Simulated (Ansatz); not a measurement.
**C2H5InO (SMILES C[C](=O)[InH2]): the energy, rung by rung**

C2H5InO has 9 atoms, charge 0, and is taken as a singlet. SMILES: `C[C](=O)[InH2]`. Geometry: optimised at B3LYP/def2-SVP.

```xyz
9

C     0.3512    1.2072   -0.8531
C     0.6029   -0.0785   -0.1019
O     1.6969   -0.5986   -0.0456
In   -0.8779   -1.3137    1.0520
H     1.2788    1.5763   -1.3199
H    -0.4211    1.0370   -1.6226
H    -0.0521    1.9633   -0.1578
H    -1.6028   -2.6917    0.2700
H    -0.9758   -1.1015    2.7786
```

Quantity: the dissociation energy of the C2–C1 bond into doublet CH2InO and doublet CH3 (shapes relaxed at B3LYP/def2-SVP, no zero-point term), in eV. The values are calculated.

| level | kind | program | value (eV) |
| --- | --- | --- | --- |
| HF/def2-SVP (core potential) | Hartree–Fock | Ansatz | 1.47 |
| PBE/def2-SVP (core potential) | GGA | Ansatz | 2.85 |
| r2SCAN/def2-SVP (core potential) | meta-GGA | Ansatz | 2.59 |
| B3LYP/def2-SVP (core potential) | global hybrid | Ansatz | 2.57 |
| wB97M-V/def2-SVP (core potential) | range-separated hybrid | Ansatz | 2.82 |
| MP2/def2-SVP (core potential) | perturbation theory | Ansatz | 2.50 |

Spin-orbit coupling, which can split open shells on such heavy atoms by tenths of an eV, is left out. The values span 1.47 to 2.85 eV. Hartree–Fock misses the correlation of the electron pair that is broken and comes out low. Measured bond enthalpies also hold zero-point and thermal terms, a few tenths of an eV less. In the correlated wave-function rows the outer d shell of In is correlated, in sets not made for it.

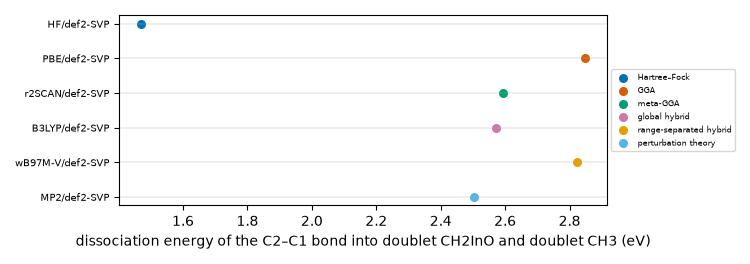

The values of the table, level by level.
